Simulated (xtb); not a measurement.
Frequency calculation of CH6BFSn (part 2 of 2)

The same run, continued: CH6BFSn; GFN2-xTB (xtb 6.7.1 later snapshot). The geometry was optimised with GFN2-xTB.

Geometry of the input (Å):
```
C  0.0940  1.3419  -1.0119
B  0.7461  0.0630  -0.3846
F  1.9736  -0.2517  -0.7195
Sn -0.3560  -1.2414  1.0608
H  -0.8049  1.0830  -1.5698
H  -0.2320  2.0341  -0.2370
H  0.7660  1.8733  -1.6813
H  0.4565  -2.5620  1.6485
H  -0.8759  -0.4586  2.4293
H  -1.7674  -1.8817  0.4655
```

**Output, continued**
```
 ---------------------------------------------------------------------------
     1   6      3.981 --     2      1.083     7      0.980     6      0.960
                             5      0.958
     2   5      3.238 --     3      1.186     1      1.083     4      0.640
     3   9      1.229 --     2      1.186
     4  50      3.006 --     9      0.809    10      0.809     8      0.802
                             2      0.640
     5   1      0.997 --     1      0.958
     6   1      0.997 --     1      0.960
     7   1      0.995 --     1      0.980
     8   1      0.997 --     4      0.802
     9   1      1.000 --     4      0.809
    10   1      1.000 --     4      0.809
 ---------------------------------------------------------------------------

Topologies differ in total number of bonds
Writing topology from bond orders to xtbtopo.mol

molecular dipole:
                 x           y           z       tot (Debye)
Molecule has no symmetry elements
It seems to be the C1 point group
 q only:       -0.347       0.407      -0.138
   full:        0.044       0.838      -0.629       2.665
molecular quadrupole (traceless):
                xx          xy          yy          xz          yz          zz
 q only:       -2.085       0.227       1.194       1.712       0.477       0.891
  q+dip:       -1.039      -1.600       0.766       3.548       3.185       0.272
   full:       -1.881      -0.604       0.952       3.345       2.800       0.929

           -------------------------------------------------
          |               Frequency Printout                |
           -------------------------------------------------
 projected vibrational frequencies (cm⁻¹)
eigval :       -0.00    -0.00     0.00     0.00     0.00     0.00
eigval :      -29.76    27.91   168.95   237.60   243.15   371.78
eigval :      411.77   448.51   728.25   759.91   771.38   808.95
eigval :      856.96  1024.30  1285.61  1379.04  1462.17  1468.92
eigval :     1661.16  1827.36  1837.47  3000.99  3021.19  3037.93
 reduced masses (amu)
    1:      6.08    2:     12.05    3:     14.59    4:     18.59    5:      7.46    6:      3.11
    7:      1.02    8:      1.13    9:      2.65   10:      8.46   11:      1.48   12:      1.25
   13:      1.66   14:      3.64   15:      1.04   16:      1.03   17:      1.02   18:      1.46
   19:      1.73   20:      3.37   21:      8.66   22:      1.20   23:      1.06   24:      1.08
   25:      1.02   26:      1.02   27:      1.02   28:      1.09   29:      1.06   30:      1.06
 IR intensities (km·mol⁻¹)
    1:      0.59    2:      0.08    3:      0.07    4:      0.05    5:      0.30    6:      1.75
    7:      1.38    8:      0.35    9:      3.55   10:     10.33   11:     33.98   12:     67.20
   13:     25.24   14:     25.56   15:    577.56   16:     57.87   17:     92.34   18:     89.34
   19:      0.52   20:    163.15   21:    310.41   22:     54.24   23:      9.49   24:      0.48
   25:    431.39   26:    633.71   27:    693.41   28:     13.43   29:     15.46   30:     23.95
 Raman intensities (Ä⁴*amu⁻¹)
    1:      0.00    2:      0.00    3:      0.00    4:      0.00    5:      0.00    6:      0.00
    7:      0.00    8:      0.00    9:      0.00   10:      0.00   11:      0.00   12:      0.00
   13:      0.00   14:      0.00   15:      0.00   16:      0.00   17:      0.00   18:      0.00
   19:      0.00   20:      0.00   21:      0.00   22:      0.00   23:      0.00   24:      0.00
   25:      0.00   26:      0.00   27:      0.00   28:      0.00   29:      0.00   30:      0.00
 output can be read by thermo (or use thermo option).
 writing <g98.out> molden fake output.
 recommended (thermochemical) frequency scaling factor: 1.0
           -------------------------------------------------
          |             Thermodynamic Functions             |
           -------------------------------------------------

c1  symmetry found (for desy threshold:  0.10E-03) used in thermo

          ...................................................
          :                      SETUP                      :
          :.................................................:
          :  # frequencies                          23      :
          :  # imaginary freq.                       1      :
          :  linear?                             false      :
          :  only rotor calc.                    false      :
          :  symmetry                               c1      :
          :  rotational number                       1      :
          :  scaling factor                  1.0000000      :
          :  rotor cutoff                   50.0000000 cm⁻¹ :
          :  imag. cutoff                  -20.0000000 cm⁻¹ :
          :.................................................:

    mode    ω/cm⁻¹     T·S(HO)/kcal·mol⁻¹    T·S(FR)/kcal·mol⁻¹   T·S(vib)
   ------------------------------------------------------------------------
       1     27.91    -1.78085 (  8.84%)    -1.22851 ( 91.16%)    -1.27736
       2    168.95    -0.72960 ( 99.24%)    -0.69571 (  0.76%)    -0.72934
       3    237.60    -0.54287 ( 99.80%)    -0.59474 (  0.20%)    -0.54297
       4    243.15    -0.53061 ( 99.82%)    -0.58790 (  0.18%)    -0.53071
   ------------------------------------------------------------------------

   temp. (K)  partition function   enthalpy   heat capacity  entropy
                                   cal/mol     cal/K/mol   cal/K/mol   J/K/mol
 298.15  VIB   54.0                 2436.697     15.117     14.412
         ROT  0.181E+06              888.727      2.981     27.041
         INT  0.979E+07             3325.425     18.097     41.453
         TR   0.658E+26             1481.212      4.968     41.239
         TOT                        4806.6372    23.0655    82.6921   345.9838

       T/K    H(0)-H(T)+PV         H(T)/Eh          T*S/Eh         G(T)/Eh
   ------------------------------------------------------------------------
    298.15    0.765986E-02    0.688087E-01    0.392897E-01    0.295190E-01
   ------------------------------------------------------------------------

         :::::::::::::::::::::::::::::::::::::::::::::::::::::
         ::                  THERMODYNAMIC                  ::
         :::::::::::::::::::::::::::::::::::::::::::::::::::::
         :: total free energy         -13.246071692863 Eh   ::
         ::.................................................::
         :: total energy              -13.275590695556 Eh   ::
         :: zero point energy           0.061148832851 Eh   ::
         :: G(RRHO) w/o ZPVE           -0.031629830158 Eh   ::
         :: G(RRHO) contrib.            0.029519002694 Eh   ::
         :::::::::::::::::::::::::::::::::::::::::::::::::::::
imag cut-off (cm-1) :    5.00
 found            1  significant imaginary frequency
 writing imag mode distorted coords to xtbhess.xyz
 for further optimization.

           -------------------------------------------------
          | TOTAL ENERGY              -13.275590695556 Eh   |
          | TOTAL ENTHALPY            -13.206781998736 Eh   |
          | TOTAL FREE ENERGY         -13.246071692863 Eh   |
          | GRADIENT NORM               0.000009303344 Eh/α |
          | HOMO-LUMO GAP               3.678908839097 eV   |
           -------------------------------------------------

------------------------------------------------------------------------
------------------------------------------------------------------------
 total:
 *  cpu-time:     0 d,  0 h,  0 min,  0.197 sec
 * ratio c/w:     1.000 speedup
 SCF:
 *  cpu-time:     0 d,  0 h,  0 min,  0.004 sec
 * ratio c/w:     1.000 speedup
 analytical hessian:
 *  cpu-time:     0 d,  0 h,  0 min,  0.184 sec
 * ratio c/w:     1.000 speedup
```

**File vibspectrum**
```
$vibrational spectrum
#  mode     symmetry     wave number   IR intensity    selection rules
#                         cm**(-1)      (km*mol⁻¹)        IR
     1                      -0.00         0.00000          -
     2                      -0.00         0.00000          -
     3                       0.00         0.00000          -
     4                       0.00         0.00000          -
     5                       0.00         0.00000          -
     6                       0.00         0.00000          -
     7        a            -29.76         1.38442         YES
     8        a             27.91         0.35418         YES
     9        a            168.95         3.54810         YES
    10        a            237.60        10.33453         YES
    11        a            243.15        33.98400         YES
    12        a            371.78        67.20428         YES
    13        a            411.77        25.23831         YES
    14        a            448.51        25.56411         YES
    15        a            728.25       577.56209         YES
    16        a            759.91        57.86659         YES
    17        a            771.38        92.34208         YES
    18        a            808.95        89.34497         YES
    19        a            856.96         0.51957         YES
    20        a           1024.30       163.15008         YES
    21        a           1285.61       310.40914         YES
    22        a           1379.04        54.23666         YES
    23        a           1462.17         9.48716         YES
    24        a           1468.92         0.48446         YES
    25        a           1661.16       431.38945         YES
    26        a           1827.36       633.70935         YES
    27        a           1837.47       693.41164         YES
    28        a           3000.99        13.43449         YES
    29        a           3021.19        15.45947         YES
    30        a           3037.93        23.94763         YES
$end
```

**Standard error**
```
normal termination of xtb
```

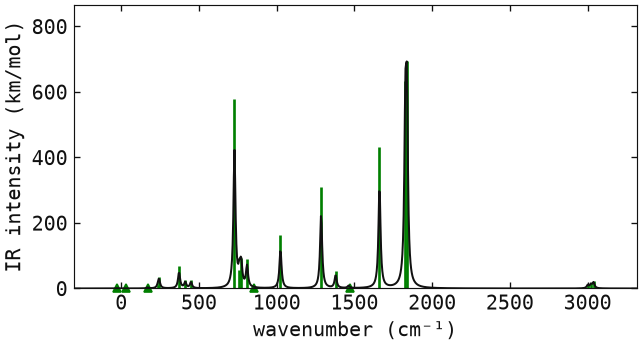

**Figure 1.** Harmonic infrared spectrum, unscaled: sticks (degenerate modes added up, dark ones marked on the axis) with a Lorentzian envelope of 16 cm⁻¹ full width, scaled to the tallest stick; imaginary modes are drawn at negative wavenumbers. 24 modes from 30i to 3038 cm⁻¹, 1 imaginary beyond 8i (30i cm⁻¹): not a clean minimum; so soft a mode can be a shallow saddle, an incomplete relaxation or noise of the force constants. The strongest line is at 1837 cm⁻¹ (693 km/mol).

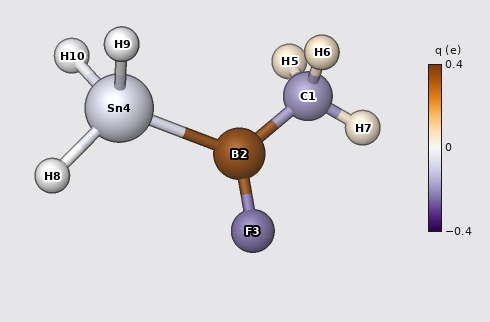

**Figure 2.** Mulliken charges, as the colour of each atom (ball-and-stick view, seen at a tilt; atoms are numbered from 1 in the order of the input). By element: C −0.20, B +0.38, F −0.24, Sn −0.07 and H −0.01 to +0.06 e.

**Summary**

```json
{"quantity": "outcome", "value": "converged"}
{"quantity": "electrons treated", "value": "24"}
{"quantity": "total energy", "value": "−13.275591 hartree"}
{"quantity": "dispersion energy", "value": "−0.004469 hartree"}
{"quantity": "basis functions", "value": "28"}
{"quantity": "HOMO", "value": "−11.01 eV"}
{"quantity": "LUMO", "value": "−7.33 eV"}
{"quantity": "zero-point energy", "value": "0.061149 hartree"}
{"quantity": "dipole moment", "value": "2.67 D"}
{"quantity": "wavenumbers, lowest and highest", "value": "30i and 3038 cm⁻¹"}
{"quantity": "hardware", "value": "1 thread of Arm Neoverse V1, 24 GiB of memory available, shared host"}
{"quantity": "peak memory", "value": "0.073 GiB"}
```

**Notes**

Settings chosen away from the usual ones: method = gfn2-xtb; task = frequencies; x = {"symmetry_threshold": 0.0001}; geo = {"prev": "A"}.
